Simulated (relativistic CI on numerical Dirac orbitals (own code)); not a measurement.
Relativistic CI calculation, with input and output: Fe²⁺

Fe²⁺. Computed at this level: Dirac-Coulomb-Breit CI, KLI orbitals optimised for each configuration, model QED (radiative potential, 1s self-energy scaled to tabulated hydrogen-like ionisation energies), one configuration in a parametric crystal field (relativistic CI on numerical Dirac orbitals, in-house).

**Key numbers**

| quantity | value |
| --- | --- |
| outcome | converged |
| lowest level | 3d⁶ ⁵D₄ |
| first excited level | 3d⁶ ⁵D₃, 419 cm⁻¹ |
| levels computed | 141 |
| hardware | 1 CPU thread, shared host |

**Notes**

To bear in mind: the configuration is the one typed, which at low charge need not be the free ion's ground configuration.

**Input file**
```
atom Fe  Z=26  charge=2  electrons=24
nucleus A=56  rms_radius_fm=3.7377
hamiltonian dirac-coulomb  breit=on  qed=on  c_scale=1
orbitals kli  potential=per-configuration
slater_scale 1
correlation none
mixing on
configurations
  [Ar] 3d6
end
crystal_field D3d 10Dq=10100 Dsigma=-1200 Dtau=110
```

The program writes its results to a structured record and prints no log; tables and figures of this report are taken from that record.

**The lowest 30 levels**

| Configuration | Level | E (cm⁻¹) | LS purity (%) |
| --- | --- | --- | --- |
| 3d⁶ | ⁵D₄ | 0 | 100 |
| 3d⁶ | ⁵D₃ | 419 | 100 |
| 3d⁶ | ⁵D₂ | 714 | 100 |
| 3d⁶ | ⁵D₁ | 905 | 100 |
| 3d⁶ | ⁵D₀ | 998 | 100 |
| 3d⁶ | ³H₆ | 22,150 | 100 |
| 3d⁶ | ³H₅ | 22,400 | 99 |
| 3d⁶ | ³H₄ | 22,590 | 99 |
| 3d⁶ | ³P₂ | 24,410 | 100 |
| 3d⁶ | ³F₄ | 25,500 | 96 |
| 3d⁶ | ³P₁ | 25,630 | 100 |
| 3d⁶ | ³F₃ | 25,730 | 98 |
| 3d⁶ | ³F₂ | 25,900 | 100 |
| 3d⁶ | ³P₀ | 26,140 | 99 |
| 3d⁶ | ³G₅ | 28,090 | 99 |
| 3d⁶ | ³G₄ | 28,480 | 96 |
| 3d⁶ | ³G₃ | 28,680 | 98 |
| 3d⁶ | ¹I₆ | 33,390 | 100 |
| 3d⁶ | ¹G₄ | 35,310 | 99 |
| 3d⁶ | ³D₁ | 36,500 | 100 |
| 3d⁶ | ³D₂ | 36,510 | 99 |
| 3d⁶ | ³D₃ | 36,630 | 100 |
| 3d⁶ | ¹S₀ | 41,190 | 99 |
| 3d⁶ | ¹D₂ | 44,130 | 99 |
| 3d⁶ | ¹F₃ | 51,080 | 100 |
| 3d⁶ | ³F₂ | 60,320 | 100 |
| 3d⁶ | ³P₀ | 60,380 | 100 |
| 3d⁶ | ³F₃ | 60,410 | 100 |
| 3d⁶ | ³F₄ | 60,420 | 100 |
| 3d⁶ | ³P₁ | 60,790 | 100 |

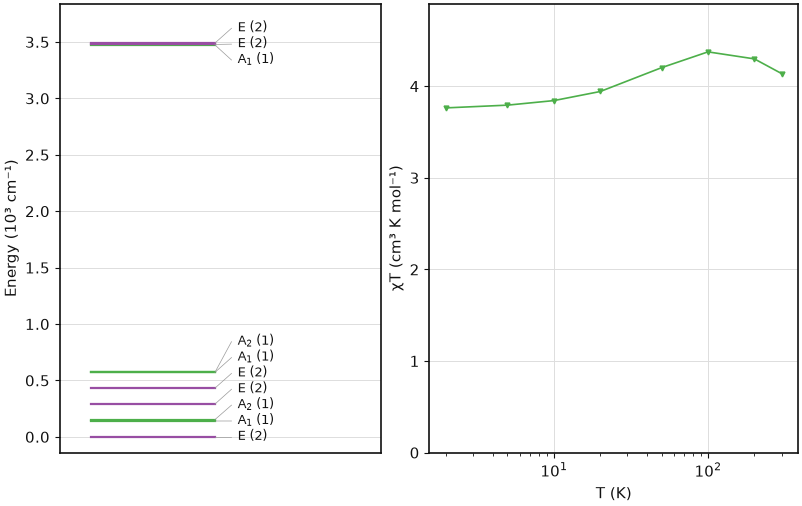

Fe²⁺ (3d⁶) in a field of D3d symmetry with 10Dq = 10,100, Dσ = −1,200, Dτ = 110 cm⁻¹. Labels give the double-group representation and, in brackets, the degeneracy; the lowest 10 of 141 levels are drawn. One open-shell configuration in a parametric field without covalency; powder susceptibility by Van Vleck's formula. The free ion's lowest level is ⁵D₄. The ground level is E, a doublet, with total spin S = 2.00 (from expectation values). The next level lies at 141 cm⁻¹ (A₁). The field lowers the ground state by 5,380 cm⁻¹ against the free ion. χT is 3.76 cm³ K mol⁻¹ at 2 K, 4.20 at 50 K and 4.14 at 300 K, an effective moment of 5.75 μB at room temperature.
